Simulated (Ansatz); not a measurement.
## Fields on a plane of La(BC)2 (space group P4/mbm)

```xyz
10
Lattice="5.3788 0.0000 0.0000 0.0000 5.3788 0.0000 0.0000 0.0000 3.9151" Properties=species:S:1:pos:R:3 pbc="T T T"
La     2.6894     2.6894     0.0000
La     0.0000     0.0000     0.0000
B      3.4278     0.7384     1.9576
B      1.9510     4.6404     1.9576
B      4.6404     3.4278     1.9576
B      0.7384     1.9510     1.9576
C      3.5578     4.5104     1.9576
C      1.8210     0.8684     1.9576
C      0.8684     3.5578     1.9576
C      4.5104     1.8210     1.9576
```

The slice is a (-1 1 0) plane (indices of the conventional cell) through the point (0.839, 0.339, 0.500) (fractional), spanned by u = [001] and v = [110] in vectors of this cell: u (3.92 Å) and v (7.61 Å, at 90° to u). It covers one period; positions are fractions (u, v).

Atoms on it: B at (0.00, 0.80); B at (0.00, 0.52); C at (0.00, 0.32); C at (0.00, 0.00).

Level of theory: PBEsol (plane waves to 420 eV, PAW, scalar-relativistic; Ansatz, an electronic-structure program). k mesh 9×9×12. Near the nuclei the fields are pseudised (PAW); where an atom keeps semicore shells as valence, they peak there. La(BC)2 is run without spin polarisation. La(BC)2 was relaxed with its symmetry unable to fall.

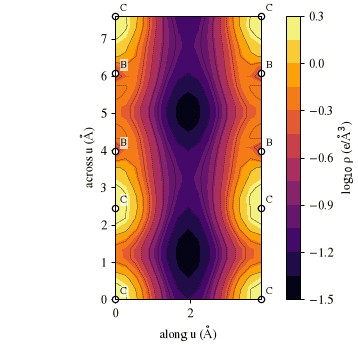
Fig. 1. Log₁₀ of the valence density in e/Å³, one period of the plane, atoms marked. The scale is logarithmic, as a density can span decades between atoms and voids.

```
|xx -###*###- x|
|x  *%#***#%*  |
|  .*##***##*. |
|xx -*##*##*- x|
|xxx *#####* xx|
|xxx *%%%%%* xx|
|xx :#%@@@%#: x|
|   +%@@@@@%+  |
| .=#@@@@@@@#=.|
| .=#@@@@@@@#=.|
|   +%@@@@@%+  |
|xx :#%%%%%#: x|
|xxx *#%%%#* xx|
|xxx *#####* xx|
|xx -###*###- x|
|  .*##***##*. |
|x  +%#***#%+  |
|xx -###*###- x|
|xxx:#%###%#:xx|
|xx -%%%%%%%- x|
|x  *@@@@@@@*  |
|  =#@@@@@@@#= |
| :+#@@@@@@@#+:|
| :+#@@@@@@@#+:|
|  =#@@@@@@@#= |
|x  *%@@@@@%*  |
|xx -%%%%%%%- x|
|xxx:#%###%#:xx|
```
Scale: ten equal steps from 3.00 (start of ' ') to 11.27 (end of '@'), in the order ' .:-=+*#%@'. Values: electrostatic potential energy of an electron, from the cell's mean, in eV. The map has 14 points along u (one character each, u = 0 at the left) and 28 along v (v = 0 in the bottom row). Points within 0.6 Å of a nucleus are blanked (x), as the pseudised field means little there. Values under 3 eV are set to 3. The zero, the cell's mean, hangs on the PAW cores.

- Density on the B–C line (1.53 Å) at its midpoint: 1.39 e/Å³
- ELF at that point: 0.91
- ELF maximum in the middle third of the B–C line: 0.91, 0.8 Å from B
